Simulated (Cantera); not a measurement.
Feed: 1 mol Si₃N₄, 0.4 mol H₂O, 3.5 mol H₂, at 0.0188 Torr.

Cantera equilibrium calculation (NASA polynomials, part measured and part estimated; ideal gas, pure solids and liquids). Candidate condensed phases: H₂O, Si, SiO₂, Si₂N₂O, Si₃N₄; 35 gas species. Mutual solubility and eutectic melting of coexisting phases are not modelled. The tables' values for SiN are old estimates; treat these amounts as uncertain. Gases not in the tables: Si₂H₆ and higher silanes. Equilibrium is a limit: real reactors are often held back by kinetics, nucleation or transport.

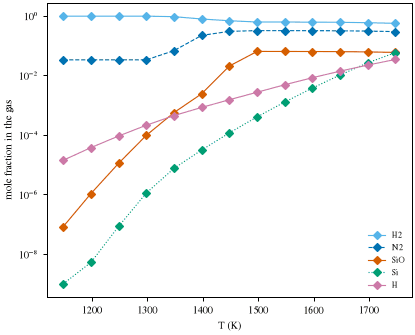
Fig. 1. Equilibrium gas composition (values under 1e-9 drawn at 1e-9)

Problem. Read off the mole fractions at 1598 K.

Solution. H₂ about 0.61, N₂ about 0.31, SiO about 0.063, H about 0.0083, Si about 0.0037.
